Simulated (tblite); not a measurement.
# C6H12BNO: the cost of one run

Computed with tblite 0.8.0 and PySCF 2.14.0, with density-fitted response routines of our own, on a single molecule in the gas phase. Atoms count from 0, in the outputs and in this text.

### 1 Starting geometry

21 atoms, charge 0, multiplicity 1; geometry from: force field or distance geometry start.

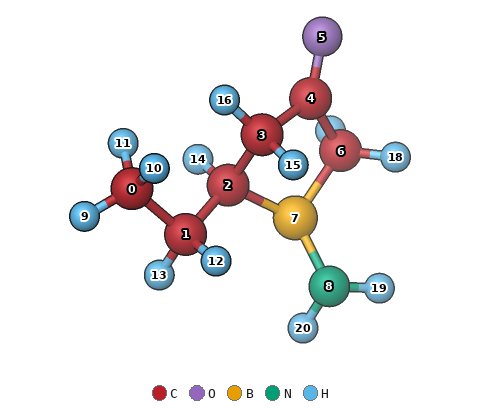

The starting geometry (carbon red, oxygen purple, boron amber, nitrogen teal, hydrogen blue), atoms numbered; sticks join atoms by distance.

### 2 Geometry optimisation with GFN2-xTB

The job: settings as JSON, then the geometry in Å.

```
{"job": {"kind": "relax", "xc": "GFN2-xTB", "basis": "xTB"}, "charge": 0, "multiplicity": 1}
C      2.585800     0.089100     0.386100
C      1.298000     0.951000     0.405000
C      0.294900     0.135700    -0.317000
C      0.099200    -1.175700     0.390100
C     -1.073600    -1.738600    -0.318200
O     -1.199000    -2.916000    -0.617100
C     -2.036700    -0.609800    -0.624100
B     -1.195400     0.689700    -0.233200
N     -1.761700     1.726400     0.714300
H      3.486800     0.696200     0.443700
H      2.562500    -0.629900     1.210700
H      2.531800    -0.500800    -0.570300
H      1.041400     1.083700     1.511100
H      1.515500     1.941000     0.025600
H      0.558700     0.004200    -1.382400
H     -0.207700    -0.954600     1.442800
H      0.997500    -1.821900     0.341200
H     -2.228900    -0.629900    -1.724600
H     -2.938200    -0.750100    -0.014700
H     -2.825100     1.712900     0.677300
H     -1.514700     2.714300     0.408000
```

Command:

```sh
$ OMP_NUM_THREADS=1 python probes_run.py task.json out
```

The driver reads the jobs from task.json and runs them one after another.

**Question.** How long does this first job take on 1 thread of Intel Xeon at 2.50GHz, shared host?

About 4.1 s.
